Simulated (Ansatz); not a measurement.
# C2H5Si (SMILES C=[Si-]C) (charge −1): what the fields show

The calculation's input:

```
crystal:
  periodic: [false, false, false]
  atoms:
    - {symbol: C, position_ang: [-0.943146, 1.180712, -0.767054]}
    - {symbol: Si, position_ang: [0.729892, 0.671527, -0.678936]}
    - {symbol: C, position_ang: [0.812382, -0.904697, 0.631619]}
    - {symbol: H, position_ang: [-1.924825, 0.853449, -0.394964]}
    - {symbol: H, position_ang: [-0.958347, 1.960133, -1.587491]}
    - {symbol: H, position_ang: [0.484581, -0.365354, 1.558535]}
    - {symbol: H, position_ang: [1.880754, -1.265853, 0.761192]}
    - {symbol: H, position_ang: [0.126483, -1.706941, 0.373626]}
basis:
  gaussian: {orbitals: "def2-TZVPPD.json"}
total_charge: -1
hamiltonian: {xc: pbe0, dispersion: d4}
output: {forces: true, orbitals: {seedname: orbitals}}
```

Launched as:

```sh
ansatz run in.yaml --threads 2 --pin off --events-out ev --progress --plain --max-ram 3481MiB
```

Geometry: a frame of the PBE0-D4/def2-SVPD trajectory; not at a stationary point (largest force 1.7 eV/Å).

All numbers below come from RKS PBE0-D4/def2-TZVPPD (Ansatz 0.2.0).

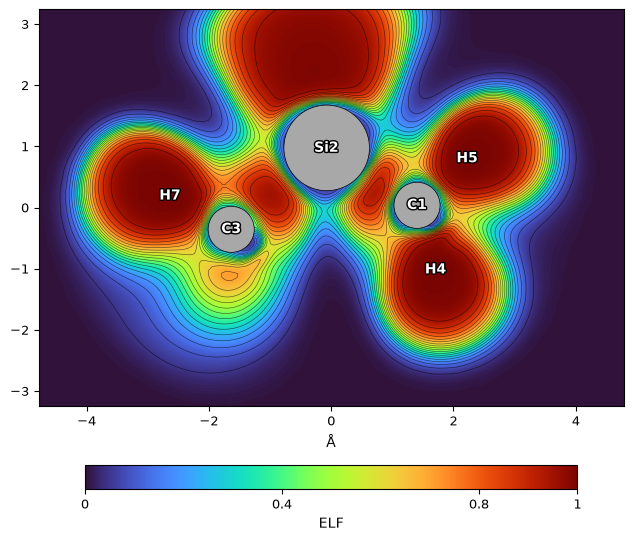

Figure 1. ELF on the plane of atoms Si2, C3 and H7. Grey discs cover the atomic cores.

Q: What do the fields say about this system?

A: The section cuts through C, Si and H sites. C–Si (1.75 Å): the ELF peaks at about 0.90 between the atoms (a covalent bond). C–H (1.10 Å): the ELF climbs to about 1 towards the hydrogen, as it does in any bond to H: an ordinary covalent bond to hydrogen. The ELF also peaks beside Si2, away from the bonds: lone-pair regions.

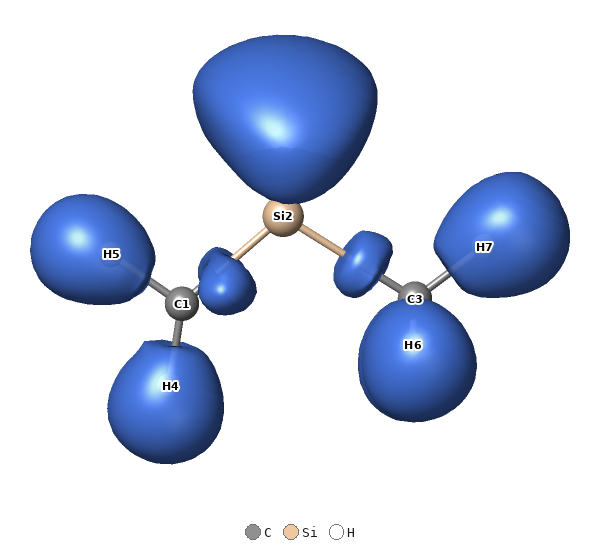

Figure 2. Isosurface of the electron localisation function at 0.85 (blue), seen at a tilt. Core shells and regions of very low density are left out.

Q: Describe the localisation domains.

A: The ELF exceeds this value in two regions between bonded C–Si atoms (shared pairs), five regions around hydrogen nuclei and one lobe on Si, pointing away from the bonds (lone pairs). Along the contacts the grid gives the following. C–H (1.09 Å): the ELF climbs to about 1 towards the hydrogen; a covalent bond by its length.

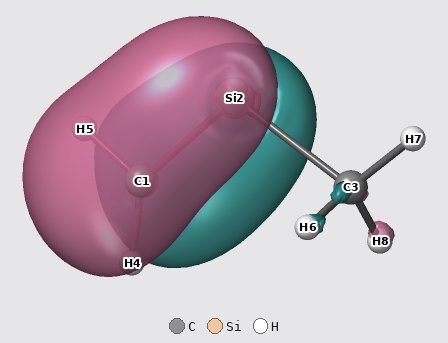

Figure 3. The HOMO−1 at ±0.1 Å⁻³ᐟ² (teal and pink are the two phases), seen at an oblique angle.

Q: Where does this orbital lie, and at what energy?

A: Its weight (Hirshfeld) is mainly on C1 (about 50 %) and Si2 (about 35 %); π-bonding across C1–Si2. Its energy is −0.64 eV.

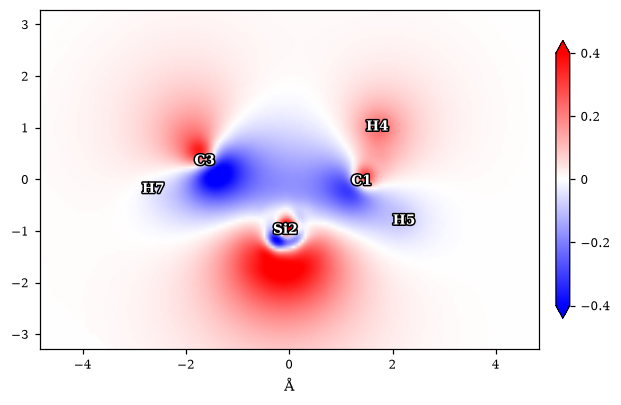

Figure 4. The HOMO on the plane of atoms C1, Si2 and C3 (values in Å⁻³ᐟ²; the overall sign is arbitrary).

Q: Describe this orbital and give its energy.

A: By Hirshfeld shares it lies mainly on Si2 (about 70 %), C3 (about 15 %) and C1 (about 10 %). Its energy is −0.30 eV.
